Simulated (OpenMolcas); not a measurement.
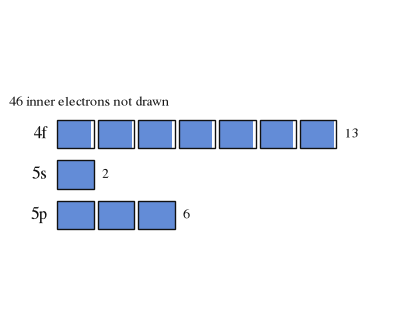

Fig. 1: The outer shells of the leading configuration of the lowest level: a box for each of the 2l + 1 orbitals, shaded by the share of the shell that is filled, with the electron count at the right.

# Run report: Tm²⁺ complex, multiconfigurational calculation

System: Tm²⁺ with 6 ligands (Cl; octahedron, 2.79 Å), neutralised by 6 outer point charges of +0.67 e, whose field is part of the energies.
Method: state-averaged CASSCF, active space 13 electrons in the shell 4f, basis ANO-RCC-VDZP on the metal and ANO-RCC-VDZP on the ligands, DKH2 scalar Hamiltonian, spin-orbit coupling by RASSI with atomic mean-field integrals (OpenMolcas).

## Log (extracts)
```
--- SEWARD ---
Basis set label: TM.ANO-RCC...7S6P4D2F1G.

      Electronic valence basis set:
      ------------------
      Associated Effective Charge  69.000000 au
      Associated Actual Charge     69.000000 au
      Nuclear Model: Point charge

      Shell  nPrim  nBasis  Cartesian Spherical Contaminant
         s      25       7        X
         p      22       6        X
         d      15       4                 X
         f      11       2                 X
         g       4       1                 X
                  Relativistic Douglas-Kroll-Hess integrals:
                    - DKH order of Hamiltonian: 2
                    - DKH order of Properties : 0
                  Atomic mean-field integrals
--- RASSCF ---
Wave function specifications:
      -----------------------------

      Number of closed shell electrons         162
      Number of electrons in active shells      13
      Max number of holes in RAS1 space          0
      Max nr of electrons in RAS3 space          0
      Number of inactive orbitals               81
      Number of active orbitals                  7
      Number of secondary orbitals              88
      Spin quantum number                      0.5
      State symmetry                             2
Orbital specifications:
      -----------------------

      Symmetry species                           1   2
                                                ag  au
      Frozen orbitals                            0   0
      Inactive orbitals                         42  39
      Active orbitals                            0   7
      RAS1 orbitals                              0   0
      RAS2 orbitals                              0   7
      RAS3 orbitals                              0   0
      Secondary orbitals                        48  40
      Deleted orbitals                           0   0
      Number of basis functions                 90  86
      Number of CSFs                             7
      Number of root(s) required                 7
      Iter CI   SX   CI       RASSCF       Energy    max ROT     max BLB   max BLB  Level Ln srch  Step   QN
          iter iter root      energy       change     param      element    value   shift minimum  type update
 Nr of preliminary CI iterations:   1
      Total energies have been shifted. Add               -16000.00 au
        1   1   11    0  -321.52271909    0.00E+00  -4.38E-02   28  71 2 -1.73E-01*  0.93   0.00    SX    NO
        2   1   10    0  -321.77832137   -2.56E-01* -2.02E-02   43  50 2  1.14E-01*  1.04   0.00    SX    NO
        3   1   11    0  -321.82616456   -4.78E-02*  1.34E-02   43  50 2 -1.03E-01*  0.87   0.00    SX    NO
        4   1   10    0  -321.83821611   -1.21E-02* -1.25E-02   41  48 2  1.00E-01*  1.00   0.00    SX    NO
        5   1   10    0  -321.84234944   -4.13E-03*  1.10E-02   43  50 2 -9.13E-02*  0.86   0.59    SX   YES
        6   1   10    0  -321.84507823   -2.73E-03*  9.16E-03   41  48 2  7.75E-02*  0.98   0.58    SX   YES
        7   1   10    0  -321.84681221   -1.73E-03*  7.76E-03   43  50 2 -6.31E-02*  0.88   0.57    SX   YES
        8   1    9    0  -321.84762190   -8.10E-04*  6.77E-03   45  52 2  5.60E-02*  0.96   0.55    SX   YES
        9   1   10    0  -321.84825356   -6.32E-04*  5.94E-03   43  50 2 -4.79E-02*  0.89   0.55    SX   YES
       10   1    9    0  -321.84858065   -3.27E-04* -5.31E-03   43  50 2  4.35E-02*  0.95   0.53    SX   YES
       11   1    9    0  -321.84887234   -2.92E-04* -4.75E-03   43  50 2 -3.82E-02*  0.89   0.54    SX   YES
       12   1    9    0  -321.84903596   -1.64E-04* -2.23E-03   43  50 2  3.51E-02*  0.94   0.52    LS   YES
       13   1    8    0  -321.84978467   -7.49E-04* -5.23E-04   39  81 2 -1.22E-03*  0.92   1.01    QN   YES
       14   1    7    0  -321.84980090   -1.62E-05* -7.14E-04   39  56 2 -7.77E-04*  0.92   2.37    LS   YES
       15   1    7    0  -321.84980951   -8.61E-06*  1.71E-04   41  48 2 -6.72E-04*  0.92   1.05    QN   YES
       16   1    7    0  -321.84981101   -1.51E-06*  1.16E-04   42  45 1 -2.89E-04*  0.92   1.68    LS   YES
       17   1    7    0  -321.84981131   -2.98E-07*  9.05E-05   43  50 2  3.84E-04*  0.92   1.00    QN   YES
       18   1    6    0  -321.84981158   -2.69E-07*  5.00E-05   43  50 2  1.13E-04*  0.92   1.55    LS   YES
       19   1    6    0  -321.84981162   -3.69E-08* -1.39E-05   41  48 2 -4.08E-05   0.92   1.02    QN   YES
       20   1    5    0  -321.84981164   -2.00E-08* -1.24E-05   45  52 2 -1.89E-05   0.92   2.27    QN   YES
       21   1    5    0  -321.84981164   -6.70E-09   2.15E-06   15  60 2  5.77E-06   0.92   1.06    QN   YES
      Convergence after 21 iterations
       22   1    5    0  -321.84981164   -1.53E-10   2.15E-06   43  56 2 -3.02E-06   0.92   1.06    QN   YES
      Natural orbitals and occupation numbers for root  1
      sym 2:   2.000000   2.000000   2.000000   1.000000   2.000000   2.000000   2.000000
      Natural orbitals and occupation numbers for root  2
      sym 2:   1.000000   2.000000   2.000000   2.000000   2.000000   2.000000   2.000000
      Natural orbitals and occupation numbers for root  3
      sym 2:   2.000000   2.000000   2.000000   1.000000   2.000000   2.000000   2.000000
::    RASSCF root number  1 Total energy: -16321.85005655
::    RASSCF root number  2 Total energy: -16321.85005655
::    RASSCF root number  3 Total energy: -16321.85005655
::    RASSCF root number  4 Total energy: -16321.84965475
::    RASSCF root number  5 Total energy: -16321.84965475
::    RASSCF root number  6 Total energy: -16321.84965475
::    RASSCF root number  7 Total energy: -16321.84954760
--- RASSI ---
SPIN-FREE ENERGIES:
  (Shifted by EMIN (a.u.) =     -16321.8500565539)

 SF State       Relative EMIN(au)   Rel lowest level(eV)    D:o, cm**(-1)

     1             0.0000000000        0.0000000000              0.0000
     2             0.0000000000        0.0000000000              0.0000
     3             0.0000000000        0.0000000000              0.0000
     4             0.0004018036        0.0109336330             88.1857
     5             0.0004018036        0.0109336330             88.1857
     6             0.0004018036        0.0109336330             88.1857
     7             0.0005089519        0.0138492859            111.7020
     Dipole printing threshold changed to   1.00000000E+00
Eigenvalues of complex Hamiltonian:
   -----------------------------------
  (Shifted by EMIN (a.u.) =     -16321.8500565539)

 SO State       Relative EMIN(au)   Rel lowest level(eV)    D:o, cm**(-1)

     1            -0.0172131062        0.0000000000              0.0000
     2            -0.0172131062        0.0000000000              0.0000
     3            -0.0169606595        0.0068694225             55.4056
     4            -0.0169606595        0.0068694225             55.4056
     5            -0.0169606595        0.0068694230             55.4056
     6            -0.0169606595        0.0068694230             55.4056
     7            -0.0167509345        0.0125763300            101.4349
     8            -0.0167509345        0.0125763300            101.4349
     9             0.0231002320        1.0969818154           8847.7550
    10             0.0231002320        1.0969818152           8847.7550
    11             0.0231002320        1.0969818154           8847.7550
    12             0.0231002320        1.0969818152           8847.7550
    13             0.0233992584        1.1051187387           8913.3837
    14             0.0233992584        1.1051187387           8913.3837
Weights of the five most important spin-orbit-free states for each spin-orbit state.

 SO State  Total energy (au)           Spin-free states, spin, and weights
 -------------------------------------------------------------------------------------------------------
    1        -0.017213       1 0.5  0.3333    2 0.5  0.3333    3 0.5  0.3333    5 0.5  0.0000    6 0.5  0.0000
    2        -0.017213       1 0.5  0.3333    2 0.5  0.3333    3 0.5  0.3333    5 0.5  0.0000    6 0.5  0.0000
    3        -0.016961       6 0.5  0.3446    5 0.5  0.2805    3 0.5  0.2381    2 0.5  0.0723    1 0.5  0.0514
    4        -0.016961       6 0.5  0.3446    5 0.5  0.2805    3 0.5  0.2381    2 0.5  0.0723    1 0.5  0.0514
    5        -0.016961       4 0.5  0.4124    1 0.5  0.1898    2 0.5  0.1689    5 0.5  0.1449    6 0.5  0.0809
    6        -0.016961       4 0.5  0.4124    1 0.5  0.1898    2 0.5  0.1689    5 0.5  0.1449    6 0.5  0.0809
    7        -0.016751       7 0.5  0.5701    6 0.5  0.1433    5 0.5  0.1433    4 0.5  0.1433    1 0.5  0.0000
    8        -0.016751       7 0.5  0.5701    6 0.5  0.1433    5 0.5  0.1433    4 0.5  0.1433    1 0.5  0.0000
    9         0.023100       3 0.5  0.3509    1 0.5  0.2526    5 0.5  0.1784    6 0.5  0.1559    2 0.5  0.0347
   10         0.023100       2 0.5  0.3908    4 0.5  0.2137    1 0.5  0.1728    6 0.5  0.0853    3 0.5  0.0746
   11         0.023100       3 0.5  0.3496    1 0.5  0.2585    5 0.5  0.1774    6 0.5  0.1546    2 0.5  0.0301
   12         0.023100       2 0.5  0.3953    4 0.5  0.2114    1 0.5  0.1670    6 0.5  0.0866    3 0.5  0.0759
```

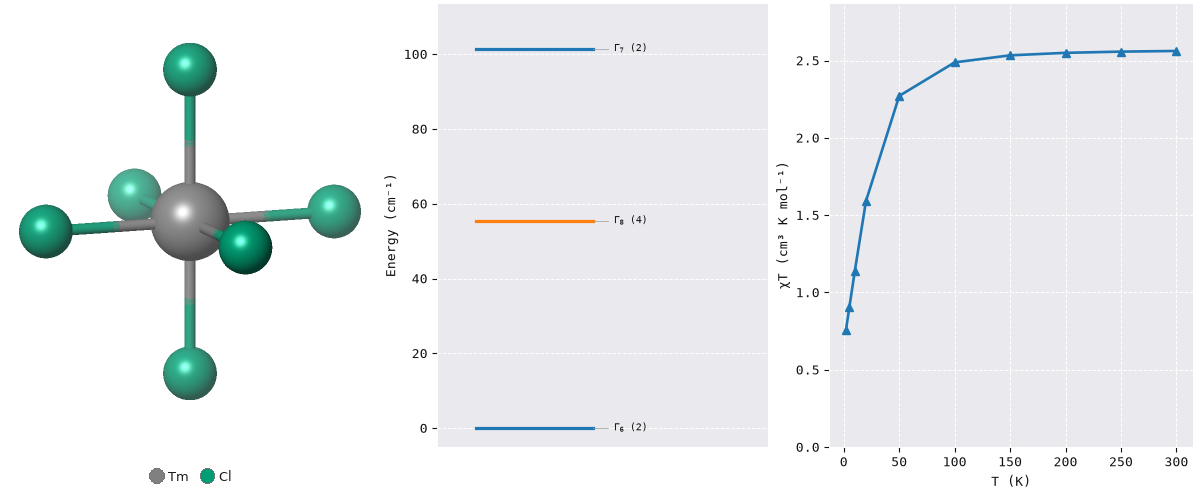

Fig. 2: Tm²⁺ (4f¹³) with 6 ligands, Cl⁻, at 2.79 Å (arrangement: octahedron, Oh), neutralised by outer point charges of +0.67 e, and its levels and susceptibility. Labels give the representation in O, Td, D4 or D3 as the site allows (double group for half-integer spin) where it could be assigned and, in brackets, the degeneracy; spin-free states, where drawn, share the zero of the spin-orbit levels. Powder susceptibility by Van Vleck's formula. The ground level is Γ₆, a Kramers doublet, 100 % from states of spin multiplicity 2. Its principal g values are 2.66, 2.66 and 2.66, isotropic. The next level lies at 55 cm⁻¹ (Γ₈). The lowest J multiplet spreads over 101 cm⁻¹. χT is 0.760 cm³ K mol⁻¹ at 2 K and 2.56 at 300 K, an effective moment of 4.53 μB. The active orbitals hold 100 % metal character (Löwdin), and the Mulliken charge of the metal is +1.73.

## Input
```
&GATEWAY
Coord
7

Tm 0.0 0.0 0.0
Cl 2.790000 0.000000 0.000000
Cl 0.000000 2.790000 0.000000
Cl -2.790000 0.000000 0.000000
Cl 0.000000 -2.790000 0.000000
Cl 0.000000 0.000000 2.790000
Cl 0.000000 0.000000 -2.790000
Basis=Tm.ANO-RCC-VDZP,Cl.ANO-RCC-VDZP
Group=XYZ
NoMove
AngMom=0.0 0.0 0.0
AMFI
RICD
XField
3 Angstrom 0
5.590000 0.000000 0.000000 0.666667
0.000000 5.590000 0.000000 0.666667
0.000000 0.000000 5.590000 0.666667
&SEWARD
&RASSCF
FileOrb=start.orb
Symmetry=2
Spin=2
nActEl=13 0 0
Inactive=42 39
Ras2=0 7
CIRoot=7 7 1
SDav=7
CIMx=300
Iter=150 100
PrWF=0.3
OrbListing=Nothing
MaxOrb=0
LevShft=1.0
>>> COPY $Project.JobIph JOB001
&RASSI
NrOfJobIphs=1 7
1 2 3 4 5 6 7
IphNames
JOB001
EJob
SpinOrbit
DIPRint=1.0
SOCoupling=1000.0
Subsets=2
Property=9
'ANGMOM' 1 'ANGMOM' 2 'ANGMOM' 3 'MLTPL  1' 1 'MLTPL  1' 2 'MLTPL  1' 3
'AMFI' 1 'AMFI' 2 'AMFI' 3
SOProperty=3
'ANGMOM' 1 'ANGMOM' 2 'ANGMOM' 3
```

The file start.orb holds starting orbitals from an earlier step. A driver script formed the levels outside the program, from RASSI's spin-orbit matrix and the active-space energies, averaged over the components of each term or state.

Launched with:
```bash
OMP_NUM_THREADS=1 MOLCAS_MEM=2457 MOLCAS_PROJECT=a pymolcas a.inp > a.log  # once for each step of the input, in one work folder
```

## Summary

- outcome: converged
- energy of the lowest spin-free term: −16321.85006 hartree
- energy of the lowest spin-orbit level: −16321.86727 hartree
- largest spread among components of a term: 0.0 cm⁻¹
- hardware: 1 thread of Arm Neoverse V2, 24 GiB of memory available, shared host
- wall time: 23 s
- peak memory: 0.6 GiB

## Notes

Without dynamic correlation the splittings between terms come out too large, often by 20 to 50 %. Limits: distances are set from ionic radii, not optimised.
